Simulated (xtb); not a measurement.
**Geometry relaxation, with input and output: C3H11AsSi (part 2 of 3)**

Continued. System: C3H11AsSi. Method: GFN2-xTB, GBSA solvent methanol (xtb 6.7.1 later snapshot). The starting geometry was optimised with GFN2-xTB.

Geometry of the input (Å):
```
C  0.6662  1.8906  -0.0240
C  1.6847  0.8089  0.3078
Si 0.9586  -0.9412  0.0736
As -1.1032  -1.0126  1.1682
C  -2.2521  -0.8951  -0.4370
H  1.0728  2.8863  0.1476
H  0.3624  1.8242  -1.0677
H  -0.2239  1.7780  0.6023
H  2.5695  0.9398  -0.3145
H  2.0093  0.9323  1.3432
H  1.9344  -1.9103  0.5997
H  0.8643  -1.2017  -1.3775
H  -1.0978  -2.5167  1.2023
H  -1.9054  -1.5458  -1.2379
H  -3.2770  -1.1689  -0.1845
H  -2.2628  0.1323  -0.8017
```

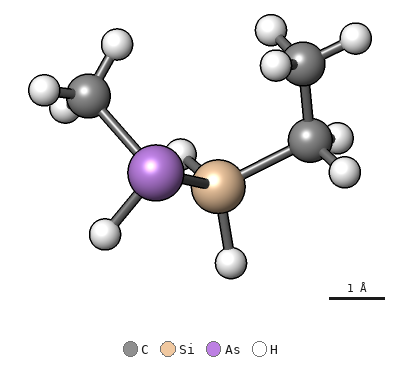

Fig. 1: The geometry at step 1 of the log (ball-and-stick view, seen at a tilt).

**What the program printed, continued**
```
 ANCopt (total)                0 d,  0 h,  0 min,  0.038 sec
 optimizer setup                ...        0 min,  0.000 sec (  0.123%)
 model hessian                  ...        0 min,  0.002 sec (  4.521%)
 ANC generation                 ...        0 min,  0.000 sec (  0.812%)
 coordinate transformation      ...        0 min,  0.000 sec (  0.131%)
 single point calculation       ...        0 min,  0.033 sec ( 88.015%)
 optimization log               ...        0 min,  0.000 sec (  1.072%)
 hessian update                 ...        0 min,  0.000 sec (  0.123%)
 rational function              ...        0 min,  0.001 sec (  1.344%)

================
 final structure:
================
16
 xtb: 6.7.1
C            0.67505025481008        1.90123873065961       -0.02577815440477
C            1.68659590581071        0.81259960518608        0.30887522022831
Si           0.95224260770643       -0.93388531229502        0.07170568481989
As          -1.10955316116767       -1.02193141448982        1.16625478696426
C           -2.26383309462542       -0.90344886840186       -0.43651938844153
H            1.08778398549215        2.89353205455452        0.15037305977422
H            0.37678857499284        1.83830633052124       -1.07103073326684
H           -0.21783797133485        1.79156233566961        0.59623882764657
H            2.57465659726271        0.93756927765760       -0.31078241035469
H            2.00881583879439        0.93263330473752        1.34557805295669
H            1.92678706762875       -1.90626869519768        0.60437862386014
H            0.87609534927277       -1.20302252679729       -1.38057291283685
H           -1.09112309973403       -2.52977948391138        1.19642765610080
H           -1.91951355267828       -1.55541948444343       -1.23728800005218
H           -3.28708395341861       -1.17765263573895       -0.17730229976228
H           -2.27585034881200        0.12397878228925       -0.80056701323174

 Bond Distances (Angstroems)
 ---------------------------
C1-C2=1.5233         C1-H6=1.0890         C1-H7=1.0888         C1-H8=1.0937         C2-C1=1.5233         C2-Si3=1.9094
C2-H9=1.0901         C2-H10=1.0922        Si3-C2=1.9094        Si3-As4=2.3360       Si3-H11=1.4761       Si3-H12=1.4790
As4-Si3=2.3360       As4-C5=1.9787        As4-H13=1.5083       C5-As4=1.9787        C5-H14=1.0885        C5-H15=1.0906
C5-H16=1.0901        H6-C1=1.0890         H7-C1=1.0888         H8-C1=1.0937         H9-C2=1.0901         H10-C2=1.0922
H11-Si3=1.4761       H12-Si3=1.4790       H13-As4=1.5083       H14-C5=1.0885        H15-C5=1.0906        H16-C5=1.0901
 C  H  Rav=1.0904 sigma=0.0017  Rmin=1.0885  Rmax=1.0937     8
 C  C  Rav=1.5233 sigma=0.0000  Rmin=1.5233  Rmax=1.5233     1
 Si H  Rav=1.4776 sigma=0.0014  Rmin=1.4761  Rmax=1.4790     2
 Si C  Rav=1.9094 sigma=0.0000  Rmin=1.9094  Rmax=1.9094     1
 As H  Rav=1.5083 sigma=0.0000  Rmin=1.5083  Rmax=1.5083     1
 As C  Rav=1.9787 sigma=0.0000  Rmin=1.9787  Rmax=1.9787     1
 As Si Rav=2.3360 sigma=0.0000  Rmin=2.3360  Rmax=2.3360     1

 selected bond angles (degree)
 --------------------
H6-C1-C2=111.34                H7-C1-C2=110.58                H7-C1-H6=108.17                H8-C1-C2=110.21
H8-C1-H6=107.99                H8-C1-H7=108.45                Si3-C2-C1=111.78               H9-C2-C1=109.52
H9-C2-Si3=110.34               H10-C2-C1=109.02               H10-C2-Si3=109.38              H10-C2-H9=106.66
As4-Si3-C2=108.41              H11-Si3-C2=107.69              H11-Si3-As4=112.88             H12-Si3-C2=107.95
H12-Si3-As4=114.07             H12-Si3-H11=105.57             C5-As4-Si3= 97.65              H13-As4-Si3= 92.08
H13-As4-C5= 94.77              H14-C5-As4=112.06              H15-C5-As4=109.86              H15-C5-H14=108.73
H16-C5-As4=109.47              H16-C5-H14=108.80              H16-C5-H15=107.82

 selected dihedral angles (degree)
 ---------------------------------
Si3-C2-C1-H6=177.70           Si3-C2-C1-H7=297.98           Si3-C2-C1-H8= 57.89           H9-C2-C1-H6=300.30
H9-C2-C1-H7= 60.58            H9-C2-C1-H8=180.49            H10-C2-C1-H6= 56.65           H10-C2-C1-H7=176.93
H10-C2-C1-H8=296.84           As4-Si3-C2-C1=310.60          As4-Si3-C2-H9=188.46          As4-Si3-C2-H10= 71.43
H11-Si3-C2-C1=188.17          H11-Si3-C2-H9= 66.04          H11-Si3-C2-H10=309.01         H12-Si3-C2-C1= 74.63
H12-Si3-C2-H9=312.49          H12-Si3-C2-H10=195.46         C5-As4-Si3-C2=104.04          C5-As4-Si3-H11=223.25
C5-As4-Si3-H12=343.75         H13-As4-Si3-C2=199.14         H13-As4-Si3-H11=318.35        H13-As4-Si3-H12= 78.85
H14-C5-As4-Si3= 44.84         H14-C5-As4-H13=312.10         H15-C5-As4-Si3=165.82         H15-C5-As4-H13= 73.07
H16-C5-As4-Si3=284.04         H16-C5-As4-H13=191.29
           -------------------------------------------------
          |                Final Singlepoint                |
           -------------------------------------------------

          ...................................................
          :                      SETUP                      :
          :.................................................:
          :  # basis functions                  43          :
          :  # atomic orbitals                  41          :
          :  # shells                           23          :
          :  # electrons                        32          :
          :  max. iterations                   250          :
          :  Hamiltonian                  GFN2-xTB          :
          :  restarted?                      false          :
          :  GBSA solvation                   true          :
          :  PC potential                    false          :
          :  electronic temp.          300.0000000     K    :
          :  accuracy                    1.0000000          :
          :  -> integral cutoff          0.2500000E+02      :
          :  -> integral neglect         0.1000000E-07      :
          :  -> SCF convergence          0.1000000E-05 Eh   :
          :  -> wf. convergence          0.1000000E-03 e    :
          :  Broyden damping             0.4000000          :
          :  net charge                          0          :
          :  unpaired electrons                  0          :
          ...................................................

 iter      E             dE          RMSdq      gap      omega  full diag
   1    -16.3151645 -0.163152E+02  0.932E-05    4.60       0.0  T
   2    -16.3151645 -0.494893E-11  0.485E-05    4.60     515.6  T
   3    -16.3151645 -0.152411E-11  0.538E-05    4.60     464.4  T

   *** convergence criteria satisfied after 3 iterations ***

         #    Occupation            Energy/Eh            Energy/eV
      -------------------------------------------------------------
         1        2.0000           -0.7210035             -19.6195
       ...           ...                  ...                  ...
        10        2.0000           -0.4555422             -12.3959
        11        2.0000           -0.4382977             -11.9267
        12        2.0000           -0.4308972             -11.7253
        13        2.0000           -0.4236705             -11.5287
        14        2.0000           -0.4100505             -11.1580
        15        2.0000           -0.3915251             -10.6539
        16        2.0000           -0.3610933              -9.8258 (HOMO)
        17                         -0.1922286              -5.2308 (LUMO)
        18                         -0.1808388              -4.9209
        19                         -0.1632175              -4.4414
        20                         -0.1274295              -3.4675
        21                         -0.1031248              -2.8062
       ...                                ...                  ...
        41                          1.2621520              34.3449
      -------------------------------------------------------------
                  HL-Gap            0.1688647 Eh            4.5950 eV
             Fermi-level           -0.2766610 Eh           -7.5283 eV

 SCC (total)                   0 d,  0 h,  0 min,  0.006 sec
 SCC setup                      ...        0 min,  0.000 sec (  4.639%)
 Dispersion                     ...        0 min,  0.000 sec (  0.770%)
 classical contributions        ...        0 min,  0.000 sec (  0.249%)
 integral evaluation            ...        0 min,  0.001 sec ( 18.729%)
 iterations                     ...        0 min,  0.002 sec ( 30.170%)
 molecular gradient             ...        0 min,  0.002 sec ( 43.970%)
 printout                       ...        0 min,  0.000 sec (  1.211%)

         :::::::::::::::::::::::::::::::::::::::::::::::::::::
         ::                     SUMMARY                     ::
         :::::::::::::::::::::::::::::::::::::::::::::::::::::
         :: total energy             -16.123862202439 Eh    ::
         :: w/o Gsasa/hb/shift       -16.116703325879 Eh    ::
         :: gradient norm              0.000731157394 Eh/a0 ::
         :: HOMO-LUMO gap              4.595042620157 eV    ::
         ::.................................................::
         :: SCC energy               -16.315123506694 Eh    ::
         :: -> isotropic ES            0.016853103760 Eh    ::
         :: -> anisotropic ES          0.003442111563 Eh    ::
         :: -> anisotropic XC          0.007439999001 Eh    ::
         :: -> dispersion             -0.011148991399 Eh    ::
         :: -> Gsolv                  -0.007346612496 Eh    ::
         ::    -> Gelec               -0.000187735937 Eh    ::
         ::    -> Gsasa               -0.009573984777 Eh    ::
         ::    -> Ghb                 -0.000941821305 Eh    ::
         ::    -> Gshift               0.003356929523 Eh    ::
         :: repulsion energy           0.191261304255 Eh    ::
         :: add. restraining           0.000000000000 Eh    ::
         :: total charge               0.000000000000 e     ::
         :::::::::::::::::::::::::::::::::::::::::::::::::::::

           -------------------------------------------------
          |                Property Printout                |
           -------------------------------------------------

    * Orbital Energies and Occupations

         #    Occupation            Energy/Eh            Energy/eV
      -------------------------------------------------------------
         1        2.0000           -0.7210035             -19.6195
       ...           ...                  ...                  ...
         4        2.0000           -0.5661123             -15.4047
         5        2.0000           -0.5494130             -14.9503
         6        2.0000           -0.4961287             -13.5003
         7        2.0000           -0.4829655             -13.1422
         8        2.0000           -0.4763352             -12.9617
         9        2.0000           -0.4742505             -12.9050
        10        2.0000           -0.4555422             -12.3959
        11        2.0000           -0.4382977             -11.9267
        12        2.0000           -0.4308972             -11.7253
        13        2.0000           -0.4236705             -11.5287
        14        2.0000           -0.4100505             -11.1580
        15        2.0000           -0.3915251             -10.6539
        16        2.0000           -0.3610933              -9.8258 (HOMO)
        17                         -0.1922286              -5.2308 (LUMO)
        18                         -0.1808388              -4.9209
        19                         -0.1632175              -4.4414
        20                         -0.1274295              -3.4675
        21                         -0.1031248              -2.8062
        22                         -0.0548089              -1.4914
        23                         -0.0415727              -1.1313
        24                          0.0731558               1.9907
        25                          0.0924198               2.5149
        26                          0.1367510               3.7212
        27                          0.1426758               3.8824
       ...                                ...                  ...
        41                          1.2621520              34.3449
      -------------------------------------------------------------
                  HL-Gap            0.1688647 Eh            4.5950 eV
             Fermi-level           -0.2766610 Eh           -7.5283 eV

     #   Z          covCN         q      C6AA      α(0)
     1   6          3.766    -0.101    22.470     6.756
     2   6          3.697    -0.159    23.759     6.972
     3  14          3.643     0.445    98.933    19.074
     4  33          2.815    -0.017   214.855    26.867
     5   6          3.692    -0.139    23.374     6.918
     6   1          0.925     0.034     2.527     2.486
     7   1          0.925     0.030     2.593     2.518
     8   1          0.924     0.038     2.479     2.462
     9   1          0.925     0.014     2.827     2.629
    10   1          0.924     0.020     2.732     2.585
    11   1          0.915    -0.123     6.460     3.976
    12   1          0.914    -0.102     5.640     3.715
    13   1          0.971    -0.074     4.733     3.400
    14   1          0.925     0.041     2.429     2.437
    15   1          0.925     0.046     2.366     2.406
    16   1          0.925     0.047     2.364     2.404

 Mol. C6AA /au·bohr⁶  :       3424.694886
 Mol. C8AA /au·bohr⁸  :     127499.435469
 Mol. α(0) /au        :         97.604251

Wiberg/Mayer (AO) data.
largest (>0.10) Wiberg bond orders for each atom

 ---------------------------------------------------------------------------
     #   Z sym  total        # sym  WBO       # sym  WBO       # sym  WBO
 ---------------------------------------------------------------------------
     1   6      3.997 --     2      1.035     7      0.989     6      0.984
                             8      0.968
     2   6      3.977 --     1      1.035     9      0.987    10      0.980
                             3      0.876
     3  14      3.576 --     4      0.952     2      0.876    11      0.862
                            12      0.861
     4  33      3.324 --     5      1.082    13      0.972     3      0.952
     5   6      3.985 --     4      1.082    14      0.964    15      0.962
                            16      0.962
     6   1      0.999 --     1      0.984
     7   1      0.999 --     1      0.989
     8   1      0.999 --     1      0.968
     9   1      1.000 --     2      0.987
    10   1      1.000 --     2      0.980
    11   1      0.984 --     3      0.862
    12   1      0.990 --     3      0.861
    13   1      0.994 --     4      0.972
    14   1      0.998 --     5      0.964
    15   1      0.997 --     5      0.962
    16   1      0.998 --     5      0.962
 ---------------------------------------------------------------------------

Topologies differ in total number of bonds
Writing topology from bond orders to xtbtopo.mol

molecular dipole:
                 x           y           z       tot (Debye)
 q only:       -0.086       0.173      -0.141
   full:       -0.184       0.169      -0.476       1.366
molecular quadrupole (traceless):
                xx          xy          yy          xz          yz          zz
 q only:        0.247      -1.160      -1.073       0.822       1.081       0.826
  q+dip:        0.364       1.139       0.380       2.865       1.492      -0.743
   full:        0.879       1.397       1.063       3.391       0.916      -1.942

           -------------------------------------------------
          |                Geometry Summary                 |
           -------------------------------------------------

      molecular mass/u    :      150.1266492
   center of mass at/Å    :       -0.3673598      -0.5388961       0.5758850
  moments of inertia/u·Å² :        0.1400582E+03   0.3650785E+03   0.4028286E+03
rotational constants/cm⁻¹ :        0.1203616E+00   0.4617537E-01   0.4184815E-01

 * 14 selected distances

     #   Z          #   Z                                           value/Å
     1   6          2   6                                         1.5232705
     2   6          3  14                                         1.9093806
     3  14          4  33                                         2.3359779 (max)
     1   6          6   1                                         1.0890476
     1   6          7   1                                         1.0887946
     1   6          8   1                                         1.0937018
     2   6          9   1                                         1.0900665
     2   6         10   1                                         1.0922393
     3  14         11   1                                         1.4761461
     3  14         12   1                                         1.4789681
     4  33         13   1                                         1.5082627
     5   6         14   1                                         1.0885092 (min)
     5   6         15   1                                         1.0906071
     5   6         16   1                                         1.0900839

 * 6 distinct bonds (by element types)

   Z      Z             #   av. dist./Å        max./Å        min./Å
   1 H    6 C           8     1.0903812     1.0937018     1.0885092
   6 C    6 C           1     1.5232705     1.5232705     1.5232705
   1 H   14 Si          2     1.4775571     1.4789681     1.4761461
   6 C   14 Si          1     1.9093806     1.9093806     1.9093806
   1 H   33 As          1     1.5082627     1.5082627     1.5082627
  14 Si  33 As          1     2.3359779     2.3359779     2.3359779

optimized geometry written to: xtbopt.xyz

           -------------------------------------------------
          | TOTAL ENERGY              -16.123862202439 Eh   |
          | GRADIENT NORM               0.000731157394 Eh/α |
          | HOMO-LUMO GAP               4.595042620157 eV   |
           -------------------------------------------------

------------------------------------------------------------------------
------------------------------------------------------------------------
 total:
 *  cpu-time:     0 d,  0 h,  0 min,  0.063 sec
 * ratio c/w:     1.000 speedup
 SCF:
 *  cpu-time:     0 d,  0 h,  0 min,  0.010 sec
 * ratio c/w:     1.000 speedup
 ANC optimizer:
 *  cpu-time:     0 d,  0 h,  0 min,  0.045 sec
 * ratio c/w:     1.000 speedup
```

**Standard error**
```
normal termination of xtb
```

**Trajectory as extended XYZ (Å, eV, eV/Å), 5 frames, from step=0 to step=4**
```
16
Properties=species:S:1:pos:R:3 step=0 energy=-438.75172
C     0.6662    1.8906   -0.0240
C     1.6847    0.8089    0.3079
Si    0.9586   -0.9412    0.0736
As   -1.1032   -1.0126    1.1682
C    -2.2521   -0.8951   -0.4370
H     1.0728    2.8863    0.1476
H     0.3624    1.8242   -1.0677
H    -0.2238    1.7780    0.6023
H     2.5695    0.9398   -0.3145
H     2.0093    0.9323    1.3432
H     1.9344   -1.9103    0.5997
H     0.8643   -1.2017   -1.3775
H    -1.0978   -2.5167    1.2024
H    -1.9054   -1.5458   -1.2379
H    -3.2770   -1.1689   -0.1845
H    -2.2628    0.1323   -0.8017
16
Properties=species:S:1:pos:R:3 step=1 energy=-438.75231
C     0.6682    1.8944   -0.0247
C     1.6861    0.8117    0.3079
Si    0.9556   -0.9364    0.0736
As   -1.1056   -1.0175    1.1667
C    -2.2565   -0.8967   -0.4373
H     1.0758    2.8896    0.1477
H     0.3655    1.8276   -1.0686
H    -0.2218    1.7811    0.6012
H     2.5719    0.9396   -0.3143
H     2.0103    0.9329    1.3438
H     1.9301   -1.9109    0.5995
H     0.8720   -1.2047   -1.3781
H    -1.0962   -2.5239    1.2036
H    -1.9087   -1.5479   -1.2375
H    -3.2814   -1.1701   -0.1833
H    -2.2652    0.1313   -0.8003
16
Properties=species:S:1:pos:R:3 step=2 energy=-438.75225
C     0.6716    1.9003   -0.0254
C     1.6852    0.8126    0.3086
Si    0.9529   -0.9351    0.0739
As   -1.1100   -1.0151    1.1683
C    -2.2632   -0.9017   -0.4360
H     1.0826    2.8938    0.1487
H     0.3715    1.8343   -1.0699
H    -0.2193    1.7883    0.5990
H     2.5726    0.9366   -0.3128
H     2.0094    0.9326    1.3448
H     1.9277   -1.9127    0.6030
H     0.8800   -1.2074   -1.3795
H    -1.0873   -2.5255    1.1911
H    -1.9152   -1.5533   -1.2358
H    -3.2880   -1.1743   -0.1804
H    -2.2705    0.1265   -0.7977
```
